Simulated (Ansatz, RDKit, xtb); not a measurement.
**C4H6FN: which of the isomers drawn lies lowest?, part 1 of 2**

Which of a sample of isomers of C4H6FN is the most stable in the gas at 298.15 K, and what are its properties? The sample is small against all isomers, and the most stable one of this formula need not be in it.

The funnel: GFN2-xTB relaxations, single points with a density functional, relaxations at B3LYP/def2-SVP, harmonic vibrations (at GFN2-xTB), and a last energy at a higher level. All values are calculated.

### 1 Drawing up candidates

Isomers were taken from a list of plausible structures; this is a sample, not all of them. That gives 12 candidates.

| label | SMILES | spin |
| --- | --- | --- |
| c002 | C=C(N)/C=C\F | singlet |
| c233 | C=C/C(F)=C/N | singlet |
| c241 | C=C(N)C(=C)F | singlet |
| c474 | C=C(N)/C=C/F | singlet |
| c476 | C=C/C(N)=C/F | singlet |
| c574 | C=C/C=C(\N)F | singlet |
| c576 | N/C=C/C=C/F | singlet |
| c581 | C=C/C=C(/N)F | singlet |
| c730 | C=C/C(N)=C\F | singlet |
| c755 | C=C(F)/C=C/N | singlet |
| c892 | C=C(F)/C=C\N | singlet |
| c942 | C=C/C(F)=C\N | singlet |

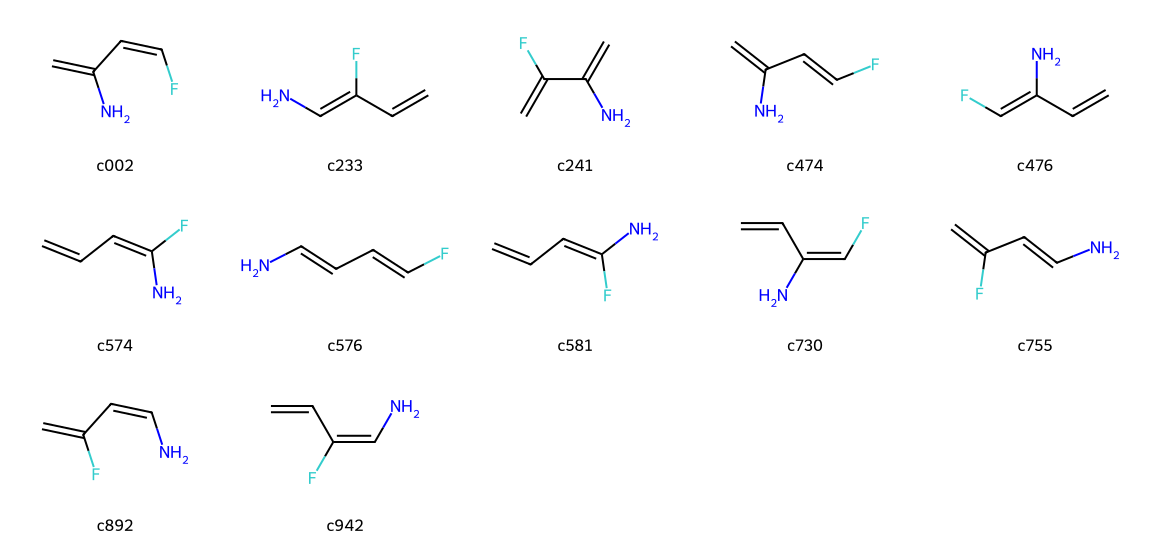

Structural formulas of the candidates.

Candidates are built by distance geometry, with a force field where one applies, in up to four conformers (letters a to d).

### 2 Search with GFN2-xTB

All 12 starts are relaxed the same way. One of them, c730a (taken from a list of positional isomers, embedded by distance geometry and MMFF94), in full:

Input file start.xyz:

```xyz
12
c730a
C      0.834275    -0.500037    -0.164914
C      0.510361     0.467604     0.768629
C     -0.679294     0.467774     1.576170
C     -0.892513     1.483897     2.417201
F     -0.061153     2.588206     2.509576
N     -1.555544    -0.593070     1.546283
H      0.240639    -1.424121    -0.295279
H      1.705620    -0.450052    -0.771646
H      1.126266     1.322690     0.756241
H     -1.902499    -0.699760     0.613280
H     -1.069613    -1.429431     1.771784
H     -1.719384     1.650405     3.065894
```

Launch:

```sh
$ xtb start.xyz --gfn 2 --opt
```

The program printed (excerpt; [...] marks lines left out):

```text
* xtb version 6.7.1
[...]
          :  # basis functions                  30          :
[...]
          :  # electrons                        34          :
[...]
          :  Hamiltonian                  GFN2-xTB          :
[...]
          :  net charge                          0          :
          :  unpaired electrons                  0          :
[...]
   *** convergence criteria satisfied after 11 iterations ***
[...]
   *** GEOMETRY OPTIMIZATION CONVERGED AFTER 8 ITERATIONS ***
[...]
   *** convergence criteria satisfied after 3 iterations ***
[...]
         ::                     SUMMARY                     ::
         :::::::::::::::::::::::::::::::::::::::::::::::::::::
         :: total energy             -19.204122488195 Eh    ::
         :: gradient norm              0.000242857459 Eh/a0 ::
         :: HOMO-LUMO gap              3.502542547806 eV    ::
         ::.................................................::
         :: SCC energy               -19.456591248320 Eh    ::
         :: -> isotropic ES            0.020797310787 Eh    ::
         :: -> anisotropic ES          0.002665306265 Eh    ::
         :: -> anisotropic XC          0.009024011677 Eh    ::
         :: -> dispersion             -0.006639542730 Eh    ::
         :: repulsion energy           0.252468760125 Eh    ::
         :: add. restraining           0.000000000000 Eh    ::
         :: total charge               0.000000000000 e     ::
         :::::::::::::::::::::::::::::::::::::::::::::::::::::
[...]
        17        2.0000           -0.3880428             -10.5592 (HOMO)
        18                         -0.2593267              -7.0566 (LUMO)
[...]
     #   Z          covCN         q      C6AA      α(0)
     1   6          2.839    -0.084    30.095     8.990
     2   6          2.895    -0.036    28.901     8.814
     3   6          2.876     0.061    26.634     8.460
     4   6          2.712     0.102    25.715     8.301
     5   9          0.786    -0.212    11.363     3.982
     6   7          2.642    -0.339    28.737     7.962
     7   1          0.926     0.037     2.492     2.468
     8   1          0.926     0.040     2.452     2.449
     9   1          0.926     0.053     2.282     2.362
    10   1          0.860     0.157     1.353     1.822
    11   1          0.860     0.157     1.354     1.823
    12   1          0.926     0.065     2.140     2.288
[...]
     #   Z sym  total        # sym  WBO       # sym  WBO       # sym  WBO
 ---------------------------------------------------------------------------
     1   6      3.993 --     2      1.892     8      0.978     7      0.974
                             4      0.122
     2   6      3.991 --     1      1.892     3      1.088     9      0.963
     3   6      3.978 --     4      1.751     2      1.088     6      1.033
     4   6      3.873 --     3      1.751     5      0.977    12      0.959
                             1      0.122
     5   9      1.110 --     4      0.977
     6   7      3.007 --     3      1.033    10      0.948    11      0.948
     7   1      0.999 --     1      0.974
     8   1      0.998 --     1      0.978
     9   1      0.997 --     2      0.963
    10   1      0.975 --     6      0.948
    11   1      0.975 --     6      0.948
[...]
molecular dipole:
                 x           y           z       tot (Debye)
 q only:       -0.233      -0.711      -0.282
   full:       -0.061      -0.887      -0.515       2.611
molecular quadrupole (traceless):
[...]
          | TOTAL ENERGY              -19.204122488195 Eh   |
          | GRADIENT NORM               0.000242857459 Eh/α |
          | HOMO-LUMO GAP               3.502542547806 eV   |
           -------------------------------------------------
[...]
```

It took 0.046 s on 2 threads of Arm Neoverse V2, shared host.

### 3 What the search left

12 of the 12 relaxations converged. 12 distinct structures remain:

| label | start | SMILES after | spin | energy (kcal/mol) |
| --- | --- | --- | --- | --- |
| c755a | drawn | C=C(F)/C=C/N | singlet | 0.0 |
| c892a | drawn | C=C(F)/C=C\N | singlet | 0.5 |
| c574a | drawn | C=C/C=C(\N)F | singlet | 0.5 |
| c581a | drawn | C=C/C=C(/N)F | singlet | 0.9 |
| c576a | drawn | N/C=C/C=C/F | singlet | 1.0 |
| c233a | drawn | C=C/C(F)=C/N | singlet | 3.6 |
| c474a | drawn | C=C(N)/C=C/F | singlet | 4.2 |
| c241a | drawn | C=C(N)C(=C)F | singlet | 4.6 |
| c942a | drawn | C=C/C(F)=C\N | singlet | 4.7 |
| c002a | drawn | C=C(N)/C=C\F | singlet | 4.8 |
| c476a | drawn | C=C/C(N)=C/F | singlet | 5.6 |
| c730a | drawn | C=C/C(N)=C\F | singlet | 12.2 |

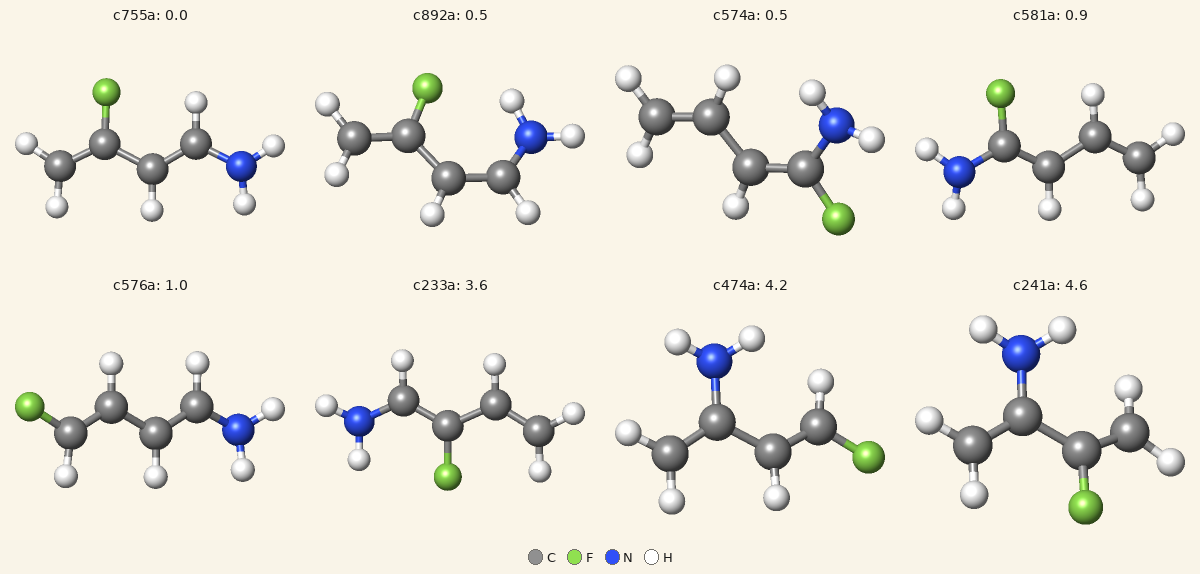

The 8 lowest minima that did not fall apart, with their GFN2-xTB energies in kcal/mol.

### 4 Screening with a density functional

A choice of the minima (the low ones first, few conformers of a pattern, up to a cap) and the lowest that fell apart get a single point at r2SCAN-D4/def2-SVP on the tight-binding geometry, and one at HF/STO-3G for comparison. Some singlets are also tried as triplets at the same geometry (label ending in t). The first, c755a:

Input file input.yaml:

```yaml
crystal:
  periodic: [false, false, false]
  atoms:
    - {symbol: C, position_ang: [-0.487429, -0.616987, -1.126632]}
    - {symbol: C, position_ang: [-0.028186, -0.480634, 0.114466]}
    - {symbol: C, position_ang: [-0.482986, 0.447372, 1.114258]}
    - {symbol: C, position_ang: [0.039315, 0.515393, 2.349638]}
    - {symbol: F, position_ang: [0.980883, -1.300684, 0.518274]}
    - {symbol: "N", position_ang: [-0.313704, 1.436118, 3.295437]}
    - {symbol: H, position_ang: [-0.074966, -1.350057, -1.794315]}
    - {symbol: H, position_ang: [-1.282083, 0.005724, -1.488343]}
    - {symbol: H, position_ang: [-1.283144, 1.107120, 0.814232]}
    - {symbol: H, position_ang: [0.844683, -0.146009, 2.636902]}
    - {symbol: H, position_ang: [-1.162227, 1.953871, 3.130749]}
    - {symbol: H, position_ang: [-0.116287, 1.222915, 4.257950]}
basis:
  gaussian:
    orbitals: def2-SVP
scf:
  lower_state_search: "off"
output: {orbitals: {seedname: orbitals}}
total_charge: 0
hamiltonian:
  xc: {name: r2SCAN}
  dispersion: d4
```

Launch:

```sh
$ ansatz run input.yaml --threads 2 --pin off --max-ram 5220MiB --events-out events.jsonl --progress --plain --runs-dir runs
```

The program printed (excerpt; [...] marks lines left out):

```text
Warning: RAYON_NUM_THREADS=2 ignored (pool sized by the plan → 2); use --threads N
Functional definition: r2SCAN
  name "r2SCAN"
[...]
1300 factors; their error is unknown
[...]
mean field -8440.75474418 eV, -310.1920154994 hartree, gradient 8.8e-6 eV, S^2 0.000000; 0 other end points of the search recorded, 0 dependent functions left out
reference -8440.75475342 eV, -310.1920158392 hartree; 23, 23 occupied and 91, 91 virtual orbitals, 1300 factors
Total energy: -8440.81125291 eV, -310.1940921570 hartree
Checks for a lower state left out: stability, starts, cluster_reference, orbital_swaps, neighbouring_geometries, increment
```

Wall time 2.3 s (2 threads of Arm Neoverse V2, shared host); peak memory 0.13 GiB.

Relative energies in kcal/mol, each column from its lowest structure that stays in one piece:

| label | SMILES | spin | GFN2-xTB | HF/STO-3G | r2SCAN-D4/def2-SVP |
| --- | --- | --- | --- | --- | --- |
| c892a | C=C(F)/C=C\N | singlet | 0.5 | 2.7 | 0.0 |
| c755a | C=C(F)/C=C/N | singlet | 0.0 | 2.1 | 0.8 |
| c581a | C=C/C=C(/N)F | singlet | 0.9 | 0.0 | 1.5 |
| c574a | C=C/C=C(\N)F | singlet | 0.5 | 1.0 | 2.2 |
| c233a | C=C/C(F)=C/N | singlet | 3.6 | 5.1 | 3.8 |
| c241a | C=C(N)C(=C)F | singlet | 4.6 | 3.8 | 5.1 |
| c576a | N/C=C/C=C/F | singlet | 1.0 | 3.2 | 6.2 |
| c002a | C=C(N)/C=C\F | singlet | 4.8 | 4.8 | 6.6 |
| c474a | C=C(N)/C=C/F | singlet | 4.2 | 4.3 | 7.6 |
| c942a | C=C/C(F)=C\N | singlet | 4.7 | 6.7 | 7.8 |
| c476a | C=C/C(N)=C/F | singlet | 5.6 | 6.4 | 8.2 |
| c730a | C=C/C(N)=C\F | singlet | 12.2 | 6.7 | 12.8 |
| c892at | C=C(F)/C=C\N | triplet | – | – | 66.3 |
| c581at | C=C/C=C(/N)F | triplet | – | – | 71.9 |

### 5 Relaxing the best candidates

6 candidates are relaxed at B3LYP/def2-SVP (chosen among the lowest in one piece). The first, c892a:

Input file input.yaml:

```yaml
crystal:
  periodic: [false, false, false]
  atoms:
    - {symbol: C, position_ang: [-2.254716, -0.888234, 1.885495]}
    - {symbol: C, position_ang: [-1.220087, -0.479811, 1.154379]}
    - {symbol: C, position_ang: [0.172445, -0.601229, 1.492785]}
    - {symbol: C, position_ang: [1.237794, -0.217373, 0.761440]}
    - {symbol: F, position_ang: [-1.498442, 0.134063, -0.035319]}
    - {symbol: "N", position_ang: [1.235302, 0.290330, -0.500392]}
    - {symbol: H, position_ang: [-3.264199, -0.742684, 1.548410]}
    - {symbol: H, position_ang: [-2.102555, -1.374044, 2.829412]}
    - {symbol: H, position_ang: [0.352175, -1.054479, 2.453687]}
    - {symbol: H, position_ang: [2.226292, -0.370782, 1.174902]}
    - {symbol: H, position_ang: [2.054110, 0.767749, -0.830042]}
    - {symbol: H, position_ang: [0.356169, 0.573100, -0.899008]}
basis:
  gaussian:
    orbitals: def2-SVP
total_charge: 0
relax:
  f_tol: 0.006
hamiltonian:
  xc: {name: B3LYP}
scf:
  lower_state_search: "off"
```

Launch:

```sh
$ ansatz run input.yaml --threads 2 --pin off --max-ram 5220MiB --events-out events.jsonl --progress --plain --runs-dir runs
```

The program printed (excerpt; [...] marks lines left out):

```text
Warning: RAYON_NUM_THREADS=2 ignored (pool sized by the plan → 2); use --threads N
[...]
Functional definition: B3LYP
  name "B3LYP"
[...]
1302 factors; integrals over basis functions are off by at most 3.7e-4 eV
[...]
mean field -8445.46554079 eV, -310.3651340820 hartree, gradient 6.2e-6 eV, S^2 0.000000; 0 other end points of the search recorded, 0 dependent functions left out
[...]
reference -8445.46576909 eV, -310.3651424719 hartree; 23, 23 occupied and 91, 91 virtual orbitals, 1302 factors
relax step   1: F+E_penalty+E_count = -8445.46554079 eV  Δ(F+E_penalty+E_count) = +0.000e0 eV  max|allowed force component| = 5.692e-1 eV/Å  Δτ_max = 0.0000 Å  (15 SCF iters, accepted)
[...]
relax step   3: F+E_penalty+E_count = -8445.50612346 eV  Δ(F+E_penalty+E_count) = -3.502e-3 eV  max|allowed force component| = 8.318e-2 eV/Å  Δτ_max = 0.0185 Å  (21 SCF iters, accepted)
[...]
Atom 3 at     1.236466    -0.217389     0.746901 Å, force     0.000101     0.000299     0.001661 eV/Å
Atom 4 at    -1.470681     0.097265    -0.033096 Å, force     0.000900    -0.000445    -0.000822 eV/Å
Atom 5 at     1.237565     0.323472    -0.506465 Å, force    -0.000346    -0.000384    -0.001078 eV/Å
Atom 6 at    -3.300456    -0.736503     1.522603 Å, force     0.000334     0.000606     0.000122 eV/Å
Atom 7 at    -2.142523    -1.367827     2.865066 Å, force     0.000074    -0.000270    -0.000511 eV/Å
Atom 8 at     0.396365    -1.067479     2.472008 Å, force    -0.000606     0.000104    -0.001171 eV/Å
Atom 9 at     2.238346    -0.372594     1.160648 Å, force     0.000567    -0.000164     0.000081 eV/Å
Atom 10 at     2.078475     0.765522    -0.849273 Å, force     0.000099     0.000115    -0.000071 eV/Å
Atom 11 at     0.358872     0.611101    -0.917887 Å, force    -0.000029     0.000603    -0.000529 eV/Å
Dipole moment:     0.468805     0.180611    -0.119101 e Å
Checks for a lower state left out: stability, starts, cluster_reference, orbital_swaps, neighbouring_geometries, increment
```

It took 23 s on 2 threads of Arm Neoverse V2, shared host; peak memory 0.23 GiB.

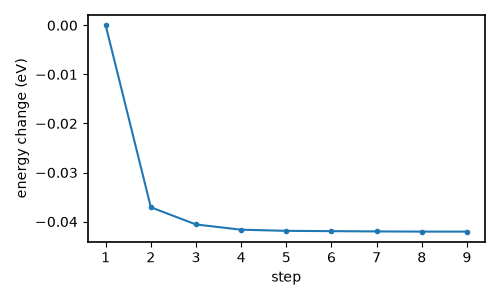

Energy along the run, all evaluated steps.

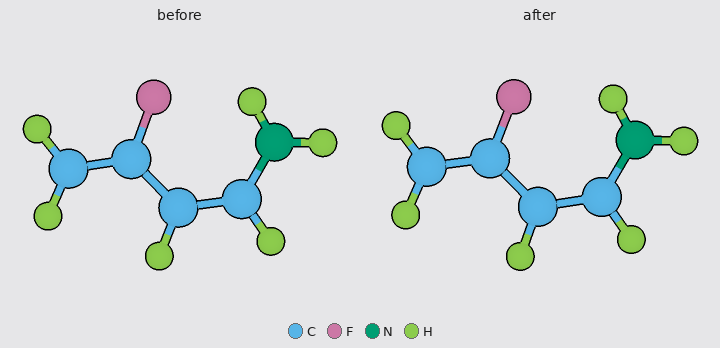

Before and after, at one scale.

After the run. Bond lengths: C1–C2 1.342 Å, C2–C3 1.447 Å, C3–C4 1.362 Å, C2–F5 1.367 Å, C4–N6 1.365 Å, C1–H7 1.090 Å, C1–H8 1.090 Å, C3–H9 1.091 Å, C4–H10 1.095 Å, N6–H11 1.010 Å, N6–H12 1.012 Å. Some angles: C1–C2–C3 128.3°, C1–C2–F5 117.5°, C3–C2–F5 114.2°, C2–C3–C4 127.2°, C3–C4–N6 128.8°, C2–C1–H7 120.5°, C2–C1–H8 120.1°, C2–C3–H9 115.6°, C4–C3–H9 117.2°, C3–C4–H10 117.4°.

### 6 Ranking at B3LYP/def2-SVP

| label | spin | r2SCAN-D4/def2-SVP (kcal/mol) | B3LYP/def2-SVP, relaxed (kcal/mol) | time |
| --- | --- | --- | --- | --- |
| c892a | singlet | 0.0 | 0.0 | 23 s |
| c755a | singlet | 0.8 | 0.7 | 20 s |
| c581a | singlet | 1.5 | 1.2 | 29 s |
| c574a | singlet | 2.2 | 2.0 | 35 s |
| c233a | singlet | 3.8 | 3.7 | 15 s |
| c241a | singlet | 5.1 | 5.1 | 20 s |

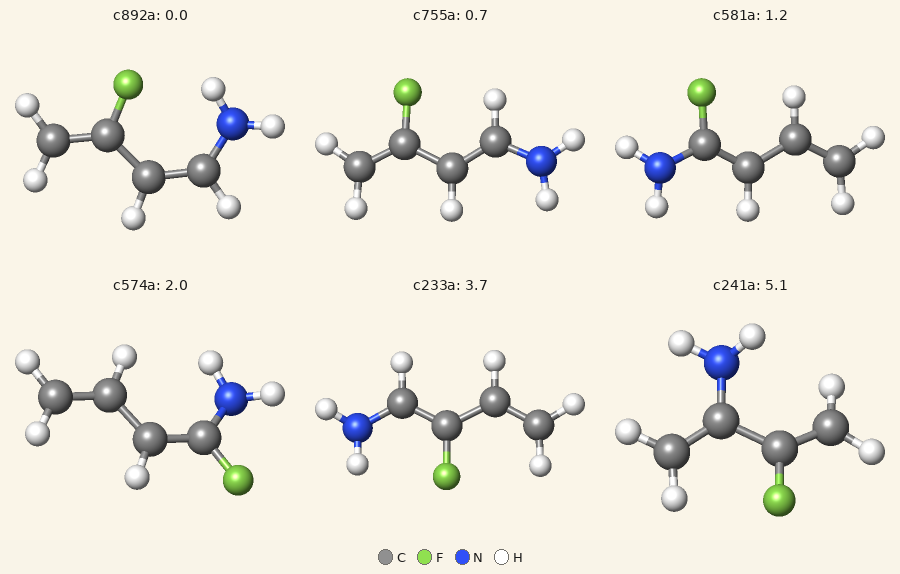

The relaxed structures, with energies at B3LYP/def2-SVP in kcal/mol.

### 7 Vibrations and thermal terms

The lowest few go on as finalists. In this search the thermal terms come from GFN2-xTB at its own nearest minimum. The first, c892a:

Input file start.xyz:

```xyz
12
c892a
C     -2.287641    -0.890290     1.896186
C     -1.227124    -0.496937     1.173379
C      0.176625    -0.611735     1.505680
C      1.236466    -0.217389     0.746901
F     -1.470681     0.097265    -0.033096
N      1.237565     0.323472    -0.506465
H     -3.300456    -0.736503     1.522603
H     -2.142523    -1.367827     2.865066
H      0.396365    -1.067479     2.472008
H      2.238346    -0.372594     1.160648
H      2.078475     0.765522    -0.849273
H      0.358872     0.611101    -0.917887
```

Launch:

```sh
$ xtb start.xyz --gfn 2 --ohess tight
```

The program printed (excerpt; [...] marks lines left out):

```text
* xtb version 6.7.1
[...]
          :  # basis functions                  30          :
[...]
          :  # electrons                        34          :
[...]
          :  Hamiltonian                  GFN2-xTB          :
[...]
          :  net charge                          0          :
          :  unpaired electrons                  0          :
[...]
   *** convergence criteria satisfied after 12 iterations ***
[...]
   *** GEOMETRY OPTIMIZATION CONVERGED AFTER 9 ITERATIONS ***
[...]
   *** convergence criteria satisfied after 3 iterations ***
[...]
         ::                     SUMMARY                     ::
         :::::::::::::::::::::::::::::::::::::::::::::::::::::
         :: total energy             -19.222723416038 Eh    ::
         :: gradient norm              0.000119306715 Eh/a0 ::
         :: HOMO-LUMO gap              3.295708527751 eV    ::
         ::.................................................::
         :: SCC energy               -19.484441057305 Eh    ::
         :: -> isotropic ES            0.021396841397 Eh    ::
         :: -> anisotropic ES          0.002562543230 Eh    ::
         :: -> anisotropic XC          0.006172742480 Eh    ::
         :: -> dispersion             -0.006408148069 Eh    ::
         :: repulsion energy           0.261717641267 Eh    ::
         :: add. restraining           0.000000000000 Eh    ::
         :: total charge               0.000000000000 e     ::
         :::::::::::::::::::::::::::::::::::::::::::::::::::::
[...]
        17        2.0000           -0.3531768              -9.6104 (HOMO)
        18                         -0.2320617              -6.3147 (LUMO)
[...]
molecular dipole:
                 x           y           z       tot (Debye)
 q only:        0.834       0.133      -0.036
   full:        0.874       0.270      -0.000       2.325
molecular quadrupole (traceless):
[...]
          | TOTAL ENERGY              -19.222723416044 Eh   |
          | TOTAL ENTHALPY            -19.123337860314 Eh   |
          | TOTAL FREE ENERGY         -19.161012684463 Eh   |
          | GRADIENT NORM               0.000119351501 Eh/α |
[...]
```

Wall time 0.14 s (2 threads of Arm Neoverse V2, shared host).

### 8 Zero-point energy and free-energy terms

As xtb prints them, at 298.15 K, with its own treatment of low modes:

| label | SMILES | spin | lowest mode (cm⁻¹) | zero-point (kcal/mol) | G − E (kcal/mol) |
| --- | --- | --- | --- | --- | --- |
| c892a | C=C(F)/C=C\N | singlet | 73 | 57.6 | 38.7 |
| c755a | C=C(F)/C=C/N | singlet | 125 | 57.5 | 38.6 |
| c581a | C=C/C=C(/N)F | singlet | 129 | 57.4 | 38.4 |
| c574a | C=C/C=C(\N)F | singlet | 118 | 57.3 | 38.3 |
| c233a | C=C/C(F)=C/N | singlet | 114 | 57.5 | 38.6 |
| c241a | C=C(N)C(=C)F | singlet | 67 | 57.5 | 38.7 |

### 9 Last filter: a higher level

Each finalist gets a single point at CCSD(T)/def2-SVP + MP2/def2-TZVPP - MP2/def2-SVP.

c892a, CCSD(T)/def2-SVP:

Input file input.yaml:

```yaml
crystal:
  periodic: [false, false, false]
  atoms:
    - {symbol: C, position_ang: [-2.287641, -0.890290, 1.896186]}
    - {symbol: C, position_ang: [-1.227124, -0.496937, 1.173379]}
    - {symbol: C, position_ang: [0.176625, -0.611735, 1.505680]}
    - {symbol: C, position_ang: [1.236466, -0.217389, 0.746901]}
    - {symbol: F, position_ang: [-1.470681, 0.097265, -0.033096]}
    - {symbol: N, position_ang: [1.237565, 0.323472, -0.506465]}
    - {symbol: H, position_ang: [-3.300456, -0.736503, 1.522603]}
    - {symbol: H, position_ang: [-2.142523, -1.367827, 2.865066]}
    - {symbol: H, position_ang: [0.396365, -1.067479, 2.472008]}
    - {symbol: H, position_ang: [2.238346, -0.372594, 1.160648]}
    - {symbol: H, position_ang: [2.078475, 0.765522, -0.849273]}
    - {symbol: H, position_ang: [0.358872, 0.611101, -0.917887]}
basis:
  gaussian:
    orbitals: def2-SVP
correlation:
  method: ccsd_t
  frozen_orbitals: {C: 1, H: 0, F: 1, "N": 1}
```

Launch:

```sh
$ ansatz run input.yaml --threads 2 --pin off --max-ram 5220MiB --events-out events.jsonl --progress --plain --runs-dir runs
```

The program printed (excerpt; [...] marks lines left out):

```text
Warning: RAYON_NUM_THREADS=2 ignored (pool sized by the plan → 2); use --threads N
Functional definition: HF
  name "HF"
[...]
1166 factors; integrals over basis functions are off by at most 1.4e-3 eV
[...]
mean field -8396.77215523 eV, -308.5756851680 hartree, gradient 2.2e-6 eV, S^2 0.000000; 0 other end points of the search recorded, 0 dependent functions left out; unrestricted orbitals would lower it
6 core orbitals not correlated: weight in the atoms' cores, before any rotation towards them, 1.000 or more for the frozen orbitals, at most 0.000 for the correlated occupied ones
reference -8396.77215523 eV, -308.5756851680 hartree; 17, 17 occupied and 91, 91 virtual orbitals, 1166 factors
second order -23.92019057 eV of doubles, -0.00000000 eV of singles
cycle   1  -24.40603146 eV  change   -4.9e-1 eV  update   1.1e-1
[...]
cycle  10  -25.17596423 eV  change   -1.8e-7 eV  update   1.7e-5
perturbative correction -0.84012926 eV, -0.0308741808 hartree
Total energy: -8422.78824871 eV, -309.5317589692 hartree
```

Run time: 21 s. Hardware: 2 threads of Arm Neoverse V2, shared host; peak memory 0.66 GiB.

(Continued in part 2 of 2.)
